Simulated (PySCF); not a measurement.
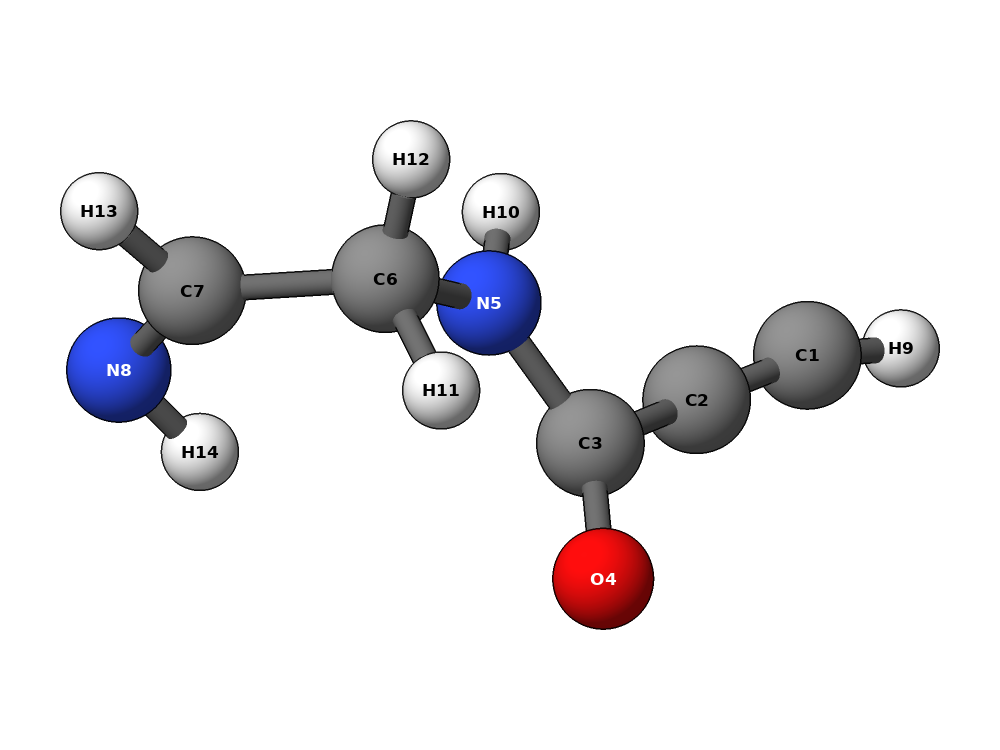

Geometry: a frame of a GFN2-xTB molecular-dynamics simulation, not a minimum. Method: GIAO PBE0/pcSseg-1 NMR shielding, non-relativistic, gas phase (PySCF 2.14.0). Principal shieldings σ11 ≤ σ22 ≤ σ33, span Ω = σ33 − σ11, skew κ = 3(σiso − σ22)/Ω.

### Which N atom has the most anisotropic shielding?

N8, with a span of 701 ppm.

Give the shielding tensors of the N atoms.

| atom | σ11 | σ22 | σ33 | σiso | Ω | κ |
| --- | --- | --- | --- | --- | --- | --- |
| N5 | 17.8 | 144.4 | 205.7 | 122.7 | 187.8 | −0.35 |
| N8 | −422.9 | −135.8 | 277.6 | −93.7 | 700.5 | 0.18 |

Shieldings and span in ppm.
